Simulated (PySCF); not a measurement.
# CH3CH2CF2CH3: NMR shifts at several levels of theory, part 2 of 2

PySCF 2.14.0. Atoms count from 0. Earlier steps stand in the parts before.

### Step 6. NMR shieldings: PBE0/6-311+G(2d,p)

Job settings and geometry (Å):

```
{"job": {"kind": "nmr", "xc": "PBE0", "basis": "6-311+G(2d,p)", "pop": true}, "charge": 0, "multiplicity": 1}
C      1.911283    -0.341034     0.088450
C      0.434213    -0.562202     0.364914
C     -0.452863     0.462673    -0.313144
C     -1.930574     0.322905    -0.050470
F     -0.242871     0.404145    -1.661944
F     -0.059893     1.712183     0.072695
H      2.522715    -1.105651     0.588122
H      2.117455    -0.387422    -0.990458
H      2.231943     0.646102     0.450701
H      0.113835    -1.557061     0.016772
H      0.226760    -0.520991     1.446070
H     -2.291310    -0.650091    -0.409619
H     -2.136882     0.410328     1.024707
H     -2.463246     1.122279    -0.583557
```

Method: GIAO PBE0/6-311+G(2d,p) NMR shielding, non-relativistic, gas phase.

Output:

```text
coarse grid: 11480 points
cycle   1  E = -356.5731481138  dE =  5.399e-01  |g| = 7.344e-01  |ddm| = 3.360e+00
cycle   2  E = -356.5005752541  dE =  7.257e-02  |g| = 1.036e+00  |ddm| = 1.261e+00
cycle   3  E = -356.6679494170  dE = -1.674e-01  |g| = 8.430e-02  |ddm| = 7.254e-01
cycle   4  E = -356.6692313566  dE = -1.282e-03  |g| = 3.223e-02  |ddm| = 1.112e-01
cycle   5  E = -356.6694515949  dE = -2.202e-04  |g| = 4.117e-03  |ddm| = 3.544e-02
cycle   6  E = -356.6694547467  dE = -3.152e-06  |g| = 1.374e-03  |ddm| = 9.527e-03
final grid: 111016 points
cycle   7  E = -356.6769619395  dE = -6.893e-05  |g| = 7.331e-03  |ddm| = 9.033e-02
cycle   8  E = -356.6769564559  dE =  5.484e-06  |g| = 9.157e-03  |ddm| = 1.669e-02
cycle   9  E = -356.6769743733  dE = -1.792e-05  |g| = 9.879e-04  |ddm| = 1.125e-02
cycle  10  E = -356.6769744982  dE = -1.249e-07  |g| = 3.458e-04  |ddm| = 8.801e-04
cycle  11  E = -356.6769745176  dE = -1.936e-08  |g| = 4.455e-05  |ddm| = 3.097e-04
cycle  12  E = -356.6769745180  dE = -3.522e-10  |g| = 1.962e-05  |ddm| = 1.046e-04
converged SCF energy = -356.6769745180

GIAO shielding tensors (ppm)
atom      isotropic    diamagn.    paramagn.     s11        s22        s33       span
  0 C      180.353     244.449     -64.097    173.641    178.352    189.065     15.425
  1 C      152.709     239.298     -86.589    141.647    143.610    172.869     31.223
  2 C       63.381     244.949    -181.568     50.251     59.134     80.758     30.507
  3 C      161.398     246.377     -84.979    145.201    149.433    189.559     44.359
  4 F      294.428     472.909    -178.482    180.842    327.937    374.504    193.662
  5 F      294.651     472.100    -177.449    184.212    327.019    372.723    188.511
  6 H       30.745      28.937       1.809     26.330     28.082     37.824     11.494
  7 H       30.308      29.700       0.609     25.634     29.319     35.972     10.339
  8 H       30.300      29.701       0.600     25.620     29.329     35.952     10.332
  9 H       29.840      29.442       0.399     25.417     29.851     34.253      8.836
 10 H       29.845      29.522       0.323     25.330     29.938     34.267      8.937
 11 H       30.219      30.116       0.103     26.774     28.505     35.378      8.604
 12 H       30.232      30.232       0.000     26.756     28.554     35.385      8.630
 13 H       29.834      28.167       1.667     26.546     27.883     35.071      8.525
```

It took 15 s on 1 thread of Intel Xeon 6975P-C, shared host; peak memory 0.85 GiB.

This run: δ C2 123.1, C1 33.7, C3 25.0, C0 6.1, H9 1.67, H11 1.42 ppm (means over like atoms).

### Step 7. Nuclear shieldings: PBE0/def2-SVP

Settings changed since step 6:

```diff
@@ -1,2 +1,2 @@
-{"job": {"kind": "nmr", "xc": "PBE0", "basis": "6-311+G(2d,p)", "pop": true}, "charge": 0, "multiplicity": 1}
+{"job": {"kind": "nmr", "xc": "PBE0", "basis": "def2-SVP", "pop": true}, "charge": 0, "multiplicity": 1}
 C      1.911283    -0.341034     0.088450
```

With the program's defaults for keys left out, this is: GIAO PBE0/def2-SVP NMR shielding, non-relativistic, gas phase.

Output:

```text
coarse grid: 11480 points
cycle   1  E = -356.1508552475  dE =  4.962e-01  |g| = 7.228e-01  |ddm| = 3.543e+00
cycle   2  E = -356.0846906942  dE =  6.616e-02  |g| = 9.795e-01  |ddm| = 1.339e+00
cycle   3  E = -356.2473270509  dE = -1.626e-01  |g| = 7.264e-02  |ddm| = 7.717e-01
cycle   4  E = -356.2483843490  dE = -1.057e-03  |g| = 2.610e-02  |ddm| = 8.449e-02
cycle   5  E = -356.2485481888  dE = -1.638e-04  |g| = 3.390e-03  |ddm| = 2.653e-02
cycle   6  E = -356.2485505123  dE = -2.324e-06  |g| = 1.195e-03  |ddm| = 4.221e-03
final grid: 111016 points
cycle   7  E = -356.2988227652  dE = -3.060e-05  |g| = 8.029e-03  |ddm| = 2.348e-02
cycle   8  E = -356.2988145181  dE =  8.247e-06  |g| = 1.051e-02  |ddm| = 1.561e-02
cycle   9  E = -356.2988374415  dE = -2.292e-05  |g| = 7.992e-04  |ddm| = 8.673e-03
cycle  10  E = -356.2988375616  dE = -1.201e-07  |g| = 1.764e-04  |ddm| = 7.938e-04
cycle  11  E = -356.2988375677  dE = -6.070e-09  |g| = 3.117e-05  |ddm| = 1.526e-04
cycle  12  E = -356.2988375679  dE = -2.030e-10  |g| = 1.260e-05  |ddm| = 4.278e-05
converged SCF energy = -356.2988375679

GIAO shielding tensors (ppm)
atom      isotropic    diamagn.    paramagn.     s11        s22        s33       span
  0 C      186.674     243.135     -56.461    179.969    186.019    194.033     14.065
  1 C      161.885     250.838     -88.953    151.372    153.056    181.226     29.854
  2 C       72.972     244.121    -171.149     59.669     67.564     91.683     32.015
  3 C      169.174     248.057     -78.883    154.422    158.261    194.837     40.415
  4 F      321.682     473.132    -151.450    220.232    346.135    398.678    178.445
  5 F      321.832     473.202    -151.370    223.740    345.216    396.541    172.800
  6 H       30.686      28.008       2.678     26.148     27.971     37.938     11.789
  7 H       30.219      29.483       0.736     25.356     29.218     36.082     10.726
  8 H       30.207      29.523       0.684     25.331     29.228     36.062     10.732
  9 H       29.937      32.360      -2.423     25.542     29.761     34.508      8.965
 10 H       29.945      32.428      -2.483     25.454     29.860     34.520      9.066
 11 H       30.170      29.940       0.230     26.648     28.371     35.492      8.844
 12 H       30.188      29.997       0.191     26.630     28.426     35.508      8.877
 13 H       29.753      28.118       1.635     26.334     27.599     35.326      8.992
```

Wall time 7.3 s (1 thread of Intel Xeon 6975P-C, shared host); peak memory 0.59 GiB.

In short: δ C2 120.8, C1 31.8, C3 24.5, C0 7.0, H9 1.40, H11 1.30 ppm (means over like atoms).

### Step 8. NMR shieldings: PBE0/def2-TZVP

Settings changed since step 7:

```diff
@@ -1,2 +1,2 @@
-{"job": {"kind": "nmr", "xc": "PBE0", "basis": "def2-SVP", "pop": true}, "charge": 0, "multiplicity": 1}
+{"job": {"kind": "nmr", "xc": "PBE0", "basis": "def2-TZVP", "pop": true}, "charge": 0, "multiplicity": 1}
 C      1.911283    -0.341034     0.088450
```

Level: GIAO PBE0/def2-TZVP NMR shielding, non-relativistic, gas phase.

Output:

```text
coarse grid: 11480 points
cycle   1  E = -356.6137258438  dE =  5.309e-01  |g| = 7.428e-01  |ddm| = 2.560e+00
cycle   2  E = -356.5414035238  dE =  7.232e-02  |g| = 1.042e+00  |ddm| = 9.447e-01
cycle   3  E = -356.7092460668  dE = -1.678e-01  |g| = 8.419e-02  |ddm| = 5.478e-01
cycle   4  E = -356.7105166070  dE = -1.271e-03  |g| = 3.333e-02  |ddm| = 7.156e-02
cycle   5  E = -356.7107545494  dE = -2.379e-04  |g| = 4.072e-03  |ddm| = 2.268e-02
cycle   6  E = -356.7107576641  dE = -3.115e-06  |g| = 1.409e-03  |ddm| = 3.912e-03
final grid: 111016 points
cycle   7  E = -356.7094137996  dE = -8.737e-05  |g| = 7.620e-03  |ddm| = 5.651e-02
cycle   8  E = -356.7094078582  dE =  5.941e-06  |g| = 9.459e-03  |ddm| = 1.102e-02
cycle   9  E = -356.7094267527  dE = -1.889e-05  |g| = 1.025e-03  |ddm| = 5.810e-03
cycle  10  E = -356.7094268842  dE = -1.315e-07  |g| = 3.564e-04  |ddm| = 7.358e-04
cycle  11  E = -356.7094269053  dE = -2.112e-08  |g| = 4.765e-05  |ddm| = 2.367e-04
cycle  12  E = -356.7094269058  dE = -4.120e-10  |g| = 1.975e-05  |ddm| = 5.250e-05
converged SCF energy = -356.7094269058

GIAO shielding tensors (ppm)
atom      isotropic    diamagn.    paramagn.     s11        s22        s33       span
  0 C      179.928     243.482     -63.554    173.112    177.893    188.778     15.667
  1 C      152.350     248.658     -96.308    141.373    143.406    172.272     30.899
  2 C       60.464     237.497    -177.032     47.354     55.286     78.753     31.399
  3 C      160.969     247.779     -86.810    145.074    148.803    189.031     43.957
  4 F      295.499     470.417    -174.917    179.700    329.125    377.674    197.974
  5 F      295.680     470.408    -174.728    183.110    328.229    375.701    192.590
  6 H       30.735      28.685       2.050     26.338     28.114     37.755     11.417
  7 H       30.294      29.212       1.082     25.629     29.310     35.943     10.314
  8 H       30.286      29.233       1.053     25.613     29.318     35.927     10.313
  9 H       29.812      31.771      -1.959     25.365     29.876     34.195      8.831
 10 H       29.816      31.804      -1.989     25.276     29.964     34.207      8.931
 11 H       30.196      29.812       0.385     26.775     28.510     35.304      8.530
 12 H       30.209      29.851       0.358     26.755     28.562     35.310      8.555
 13 H       29.846      29.214       0.632     26.597     27.898     35.042      8.446
```

Run time: 19 s. Hardware: 1 thread of Intel Xeon 6975P-C, shared host; peak memory 0.9 GiB.

In short: δ C2 126.2, C1 34.3, C3 25.7, C0 6.7, H9 1.67, H11 1.40 ppm (means over like atoms).

### Step 9. Side by side: NMR shifts

Shifts (ppm) of some atoms, chosen among heavy atoms and hydrogens apart, means over like atoms, with basis size and wall time (the measured row can stand on another reference than the computed rows):

```tsv
run	C2	C1	C3	C0	H11	H9	F4	functions	time
PBE0/STO-3G	87.9	25.8	19.6	17.0	0.99	0.88	-107.0	38	2.1 s
PBE0/6-31G	121.4	32.7	26.4	8.1	1.52	1.67	-135.5	70	4 s
PBE0/6-31G*	117.4	31.7	25.3	8.1	1.32	1.58	-122.3	100	5.8 s
PBE0/6-311+G(2d,p)	123.1	33.7	25.0	6.1	1.42	1.67	-119.8	210	15 s
PBE0/def2-SVP	120.8	31.8	24.5	7.0	1.30	1.40	-107.1	124	7.3 s
PBE0/def2-TZVP	126.2	34.3	25.7	6.7	1.40	1.67	-116.7	234	19 s
measured	–	–	–	–	–	–	-93.3	–	–
```

Measured: G. Saielli, R. Bini, A. Bagno, Computational 19F NMR. 2. Organic compounds, RSC Adv. 2014, ESI (exp. from Berger-Braun-Kalinowski 1994 and Everett 1995).

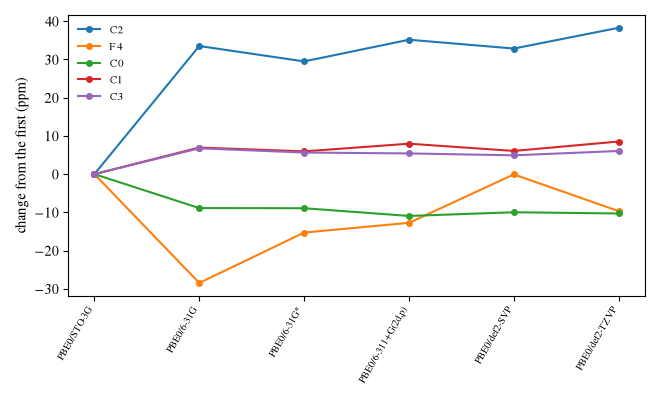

How five of the tabulated atoms move from run to run.

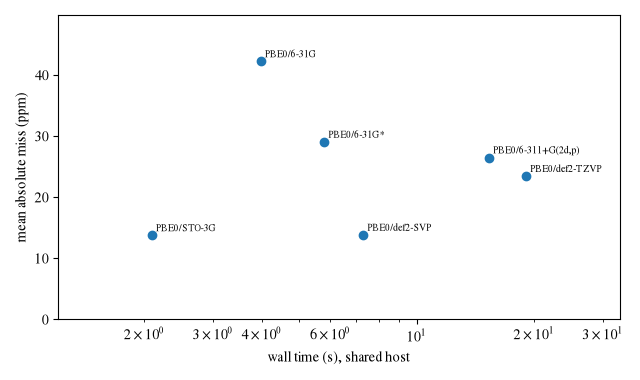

Cost against miss for the one measured 19F shift.

### Step 10. Results

The summary covers parts 1 to 2.

```
                                                               quantity                                            value
                                   rotational constants (main isotopes)                             5.03, 2.69, 2.68 GHz
                                   13C shifts against TMS (PBE0/STO-3G)                       87.9, 25.8, 19.6, 17.0 ppm
   1H shifts against TMS (PBE0/STO-3G, means over atoms taken as alike)                             0.99, 0.88, 0.88 ppm
19F shifts against CFCl3 (PBE0/STO-3G, means over atoms taken as alike)                                       -107.0 ppm
                               measured, and computed on the same scale                           F4 δ -93.3, -107.0 ppm
                                               range of the shift of C2                                87.9 to 126.2 ppm
                                          property runs in this session  6, of which 0 failed and 1 gave unsound results
```

In words: Single values in the summary come from the first run of each kind that ended normally (PBE0/STO-3G), which need not be the best level. A minimal basis gives no usable values, so read them as a test of settings alone. The start was shaken at random, so part of the energy gained undoes that. Relaxing lowered the energy by 1.113 eV in 9 steps; the close pair that moved most is C2–C3, from 1.357 to 1.507 Å. No frequency check was run at this level, so the end point may be a saddle. At PBE0/STO-3G: The largest span, 82 ppm, is at F4, F5, where the paramagnetic term is -45 ppm. The one measured 19F shift is missed by -13.7 ppm (computed less measured, unscaled). Vibration, temperature and solvent are missing from the calculation, and it holds one conformer, so part of the miss against the measured shifts is not the functional's. Across the 6 runs the shift of C2 moves most, between 87.9 (PBE0/STO-3G) and 126.2 ppm (PBE0/def2-TZVP). A minimal basis is unusable for shieldings, so that end is no result. For the one measured 19F shift, PBE0/STO-3G misses least (13.7 ppm, 2.1 s) and PBE0/6-31G most (42.2 ppm, 4 s). One molecule ranks no method: errors cancel, and vibration and temperature are missing from all runs.
